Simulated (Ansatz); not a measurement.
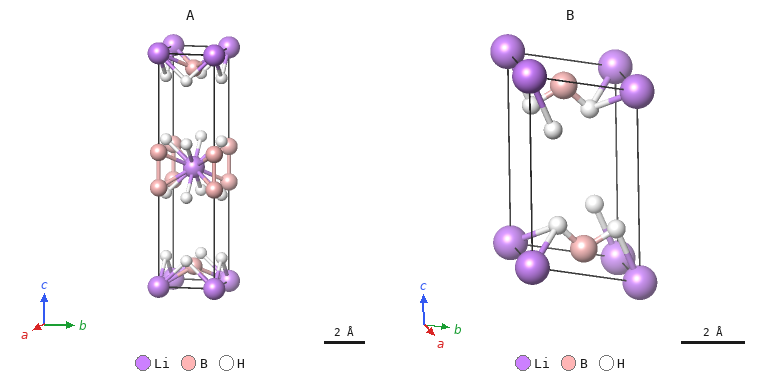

Two structures of LiB₂H₄, each relaxed to rest (conventional cells in solid outline, small ones repeated, not to one scale). Method: DFT PBE, scalar-relativistic, plane waves, PAW (Ansatz 0.2.0), without spin polarisation.

**Describe A and B.**

A: 14 atoms a cell on a body-centred tetragonal lattice, I4/mmm. B: 7 atoms a cell on a primitive triclinic lattice, P-1.

**Which of the two does the method prefer?**

B is lower, by 542 meV/atom at this level of theory (energies at zero smearing). Volumes: A 7.0, B 8.8 Å³/atom.

One or both may be structure types tried for this composition rather than known phases.
